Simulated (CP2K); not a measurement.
# One shape, several levels: C2H4AlN (SMILES [H]/N=[C]1\[CH2][AlH]1)

Wanted: a comparison of 3 runs (AM1, GFN2-xTB, PM6) of C2H4AlN. 

The results are computed with CP2K 2026.2.

1 further run of the same task is left out (set aside as unsound or not needed).

**1. The structure to begin with**

C2H4AlN: 8 atoms, total charge 0, spin state singlet. As SMILES, `[H]/N=[C]1\[CH2][AlH]1`. The shape comes from GFN2-xTB, which is rough for such elements, and wasn't checked as a minimum.

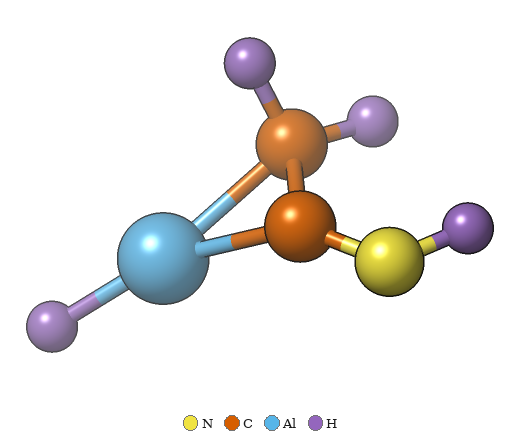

Viewed from a chosen angle; nitrogen yellow, carbon orange, aluminium blue, hydrogen purple.

**2. Energy and forces at AM1 (run 1)**

Contents of job.inp:

```
&GLOBAL
 PROJECT job
 RUN_TYPE ENERGY_FORCE
 PRINT_LEVEL MEDIUM
&END

&FORCE_EVAL
 METHOD QS
 &DFT
  &QS
   METHOD AM1
   EPS_DEFAULT 1.0E-10
   &SE
    &COULOMB
     CUTOFF [angstrom] 50
     RC_RANGE [angstrom] 0
    &END
    &EXCHANGE
     CUTOFF [angstrom] 50
     RC_RANGE [angstrom] 0
    &END
   &END
  &END
  &POISSON
   PERIODIC NONE
   POISSON_SOLVER ANALYTIC
  &END
  &SCF
   SCF_GUESS ATOMIC
   EPS_SCF 1.0E-06
   MAX_SCF 40
   &OT
    MINIMIZER DIIS
    PRECONDITIONER FULL_ALL
    ENERGY_GAP 0.01
   &END
   &OUTER_SCF
    EPS_SCF 1.0E-06
    MAX_SCF 10
   &END
  &END
  &PRINT
   &MOMENTS
    PERIODIC F
    REFERENCE COM
    MAX_MOMENT 1
   &END
   &MO_CUBES
    NLUMO 1
    NHOMO -1
    WRITE_CUBE F
   &END
   &HIRSHFELD OFF
   &END
  &END
 &END
 ! structure
 &SUBSYS
  ! box in angstrom
  &CELL
   ABC 10.9 13 9.9
   PERIODIC NONE
  &END
  &COORD
   N     -1.234150     1.032440    -0.971690
   C     -0.453730     0.127850    -0.625570
   C      0.750290     0.223560     0.398300
   Al    -0.137720    -1.551620     0.322040
   H     -1.041440     1.989230    -0.674470
   H      0.875980     1.160970     0.948150
   H      1.677940     0.040860    -0.166270
   H     -0.437170    -3.023300     0.769520
  &END
  &TOPOLOGY
   &CENTER_COORDINATES
   &END
  &END
 &END
 &PRINT
  &FORCES ON
  &END
 &END
&END
```

Launch:

```bash
$ OMP_NUM_THREADS=1 cp2k.psmp -i job.inp -o job.out
```

Output:

```text
CP2K| version string:                                       CP2K version 2026.2
[...]
 GLOBAL| Method name                                                        CP2K
[...]
 GLOBAL| Run type                                                   ENERGY_FORCE
[...]
                             - Atoms:                                          8
[...]
                             - Spherical basis functions:                     20
[...]
 Number of electrons:                                                         20
[...]
     1 OT DIIS     0.15E+00    0.0     0.36742467       -17.1147080950 -1.71E+01
[...]
     9 OT DIIS     0.15E+00    0.0     0.00000074       -20.7403380694 -6.26E-10
  *** SCF run converged in     9 steps ***
  Core-core repulsion energy [eV]:                           1020.56197283248673
  Core Hamiltonian energy [eV]:                              -880.94538116800368
  Two-electron integral energy [eV]:                        -1407.97978437152710
  Electronic energy [eV]:                                   -1584.93527335376734
  Total energy [eV]:                                         -564.37330052128050
  Atomic reference energy [eV]:                               568.25141765666376
  Heat of formation [kcal/mol]:                                89.43151278385450
[...]
 SE_DIPOLE| Moment [Debye]         -1.57827291       1.89038697      -1.62281761
 SE_DIPOLE| Derivative [a.u.]       0.00000000       0.00000000       0.00000000
 *** WARNING in qs_scf_post_se.F:140 :: Printing of MO cube files not ***
 *** implemented for Semi-Empirical method.                           ***
 ENERGY| Total FORCE_EVAL ( QS ) energy [hartree]            -20.740338069421128
[...]
```

Run time: 1.1 s. Hardware: 1 thread of Arm Neoverse N1, shared host; peak memory 0.13 GiB.

**3. Energy and forces at GFN2-xTB (run 2)**

Contents of calc.inp:

```
&GLOBAL
  PROJECT calc
  RUN_TYPE ENERGY_FORCE
  PRINT_LEVEL MEDIUM
&END GLOBAL

&FORCE_EVAL
  METHOD QUICKSTEP
  &DFT
    CHARGE 0
    MULTIPLICITY 1
    # Quickstep
    &QS
      METHOD XTB
      EPS_DEFAULT 1.0E-10
      &XTB
        GFN_TYPE TBLITE
        &TBLITE
          METHOD GFN2
        &END TBLITE
        CHECK_ATOMIC_CHARGES F
      &END XTB
    &END QS
    &POISSON
      PERIODIC NONE
      POISSON_SOLVER ANALYTIC
    &END POISSON
    # SCF settings
    &SCF
      SCF_GUESS ATOMIC
      EPS_SCF 1.0E-07
      MAX_SCF 150
      ADDED_MOS 8
      LEVEL_SHIFT 0.1
      &DIAGONALIZATION
        ALGORITHM STANDARD
      &END DIAGONALIZATION
      &MIXING
        METHOD DIRECT_P_MIXING
        ALPHA 0.4
      &END MIXING
      &SMEAR ON
        METHOD FERMI_DIRAC
        ELECTRONIC_TEMPERATURE [K] 300
      &END SMEAR
    &END SCF
    &PRINT
      &MOMENTS
        PERIODIC F
        REFERENCE COM
        MAX_MOMENT 1
      &END MOMENTS
      &MO ON
        ENERGIES T
        OCCUPATION_NUMBERS T
        NDIGITS 6
        &EACH
          QS_SCF 0
        &END EACH
        ADD_LAST NUMERIC
      &END MO
      &HIRSHFELD OFF
      &END HIRSHFELD
    &END PRINT
  &END DFT
  # atoms, cell and kinds
  &SUBSYS
    &CELL
      ABC [angstrom] 10.9 13 9.9
      PERIODIC NONE
    &END CELL
    &COORD
      N      3.993955     8.049475     3.990080
      C      4.774375     7.144885     4.336200
      C      5.978395     7.240595     5.360070
      Al     5.090385     5.465415     5.283810
      H      4.186665     9.006265     4.287300
      H      6.104085     8.178005     5.909920
      H      6.906045     7.057895     4.795500
      H      4.790935     3.993735     5.731290
    &END COORD
  &END SUBSYS
  &PRINT
    &FORCES ON
    &END FORCES
  &END PRINT
&END FORCE_EVAL
```

Launch:

```bash
$ OMP_NUM_THREADS=1 cp2k.psmp calc.inp > calc.out
```

Output:

```text
CP2K| version string:                                       CP2K version 2026.2
[...]
 GLOBAL| Method name                                                        CP2K
[...]
 GLOBAL| Run type                                                   ENERGY_FORCE
[...]
                             - Atoms:                                          8
[...]
                             - Spherical basis functions:                     25
[...]
 Number of electrons:                                                         20
[...]
  *** SCF run converged in    71 steps ***
[...]
  Fermi energy:                                                -0.30130130536945
[...]
 TB_DIPOLE| Moment [Debye]          0.95351012      -1.20588267       0.85382666
 TB_DIPOLE| Derivative [a.u.]       0.00000000       0.00000000       0.00000000
[...]
 ENERGY| Total FORCE_EVAL ( QS ) energy [hartree]            -10.180297207596542
 FORCES| Atomic forces [hartree/bohr]
 FORCES|   Atom     x               y               z               |f|
 FORCES|      1 -1.09660978E-04  6.08624013E-05  6.91392903E-05   1.43213140E-04
 FORCES|      2  2.23385261E-04 -2.15907106E-05  1.25321612E-04   2.57045988E-04
 FORCES|      3 -3.48337334E-04  1.18607893E-04 -2.54953392E-04   4.47669479E-04
 FORCES|      4  2.62568381E-05 -1.07521781E-04 -8.42633350E-05   1.39106666E-04
 FORCES|      5  1.04157880E-05  7.12985975E-06 -5.64135124E-05   5.78083724E-05
 FORCES|      6  1.12061188E-04  1.77224980E-04  1.15473979E-04   2.39375527E-04
 FORCES|      7  7.17090671E-05 -1.80262073E-04  6.34315950E-05   2.04108237E-04
 FORCES|      8  1.41701692E-05 -5.44505688E-05  2.22637629E-05   6.05089520E-05
 FORCES| Sum    -5.20332339E-17 -1.50934495E-16 -6.09186096E-18
 FORCES| Total atomic force                                       1.59767925E-16
[...]
```

It took 0.61 s on 1 thread of Arm Neoverse N1, shared host; peak memory 0.14 GiB.

**4. The energy at PM6 (run 3)**

Contents of run.inp:

```
&GLOBAL
  PROJECT_NAME run
  RUN_TYPE ENERGY
  PRINT_LEVEL MEDIUM
&END

&FORCE_EVAL
  METHOD QS
  &DFT
    &QS
      METHOD PM6
      EPS_DEFAULT 1.0E-10
      &SE
        &COULOMB
          CUTOFF [angstrom] 50
          RC_RANGE [angstrom] 0
        &END
        &EXCHANGE
          CUTOFF [angstrom] 50
          RC_RANGE [angstrom] 0
        &END
      &END
    &END
    &POISSON
      PERIODIC NONE
      POISSON_SOLVER ANALYTIC
    &END
    &SCF
      SCF_GUESS ATOMIC
      EPS_SCF 1.0E-06
      MAX_SCF 25
      &OT
        MINIMIZER DIIS
        PRECONDITIONER FULL_SINGLE
      &END
      &OUTER_SCF
        EPS_SCF 1.0E-06
        MAX_SCF 3
      &END
    &END
    &PRINT
      &MOMENTS
        PERIODIC F
        REFERENCE COM
        MAX_MOMENT 1
      &END
      &MO_CUBES
        NLUMO 5
        NHOMO -1
        WRITE_CUBE F
      &END
      &HIRSHFELD OFF
      &END
    &END
  &END
  &SUBSYS
    &CELL
      ABC 10.9 13 9.9
      PERIODIC NONE
    &END
    &COORD
      N     -1.234150     1.032440    -0.971690
      C     -0.453730     0.127850    -0.625570
      C      0.750290     0.223560     0.398300
      Al    -0.137720    -1.551620     0.322040
      H     -1.041440     1.989230    -0.674470
      H      0.875980     1.160970     0.948150
      H      1.677940     0.040860    -0.166270
      H     -0.437170    -3.023300     0.769520
    &END
    &TOPOLOGY
      &CENTER_COORDINATES
      &END
    &END
  &END
&END
```

Launch:

```bash
$ OMP_NUM_THREADS=1 cp2k.psmp -i run.inp > run.out 2>&1
```

Output:

```text
CP2K| version string:                                       CP2K version 2026.2
[...]
 GLOBAL| Method name                                                        CP2K
[...]
 GLOBAL| Run type                                                         ENERGY
[...]
                             - Atoms:                                          8
[...]
                             - Spherical basis functions:                     25
[...]
 Number of electrons:                                                         20
[...]
     1 OT DIIS     0.15E+00    0.0     0.39367609       -15.0849194016 -1.51E+01
[...]
    14 OT DIIS     0.15E+00    0.0     0.00000071       -19.3103511355 -6.34E-11
  *** SCF run converged in    14 steps ***
  Core-core repulsion energy [eV]:                           1033.64409784288637
  Core Hamiltonian energy [eV]:                              -851.89985061635377
  Two-electron integral energy [eV]:                        -1414.41124875997912
  Electronic energy [eV]:                                   -1559.10547499634322
  Total energy [eV]:                                         -525.46137715345697
  Atomic reference energy [eV]:                               530.61002515666371
  Heat of formation [kcal/mol]:                               118.73065295456851
[...]
 SE_DIPOLE| Moment [Debye]         -1.98800920       3.36177216      -2.09561962
 SE_DIPOLE| Derivative [a.u.]       0.00000000       0.00000000       0.00000000
 *** WARNING in qs_scf_post_se.F:140 :: Printing of MO cube files not ***
 *** implemented for Semi-Empirical method.                           ***
 ENERGY| Total FORCE_EVAL ( QS ) energy [hartree]            -19.310351135517593
[...]
```

It took 0.81 s on 1 thread of Arm Neoverse N1, shared host; peak memory 0.14 GiB.

**5. The series**

| run | level | SCF convergence threshold | iteration cap | energy (Eh) | dipole moment (D) | heat of formation (kcal/mol) | largest force (eV/Å) | wall time |
| --- | --- | --- | --- | --- | --- | --- | --- | --- |
| 1 | AM1 | 1e-06 | 40 | -20.740338 | 2.95 | 89.4 | 5.745 | 1.1 s |
| 2 | GFN2-xTB | 1e-07 | 150 | -10.180297 | 1.76 | – | 0.023 | 0.61 s |
| 3 | PM6 | 1e-06 | 25 | -19.310351 | 4.43 | 118.7 | – | 0.81 s |

**6. Outcome**

```
                quantity           value
     run 3: total energy    -19.31035 Eh
    run 3: dipole moment          4.43 D
run 3: heat of formation  118.7 kcal/mol
```

What this shows: The dipole moment (its size) runs from 1.76 D (GFN2-xTB) to 4.43 D (PM6). Some of these are taken from atomic charges alone. Force-field and semi-empirical energies have zeros of their own, so their totals don't compare. All runs together took 2.5 s, the longest 1.1 s.
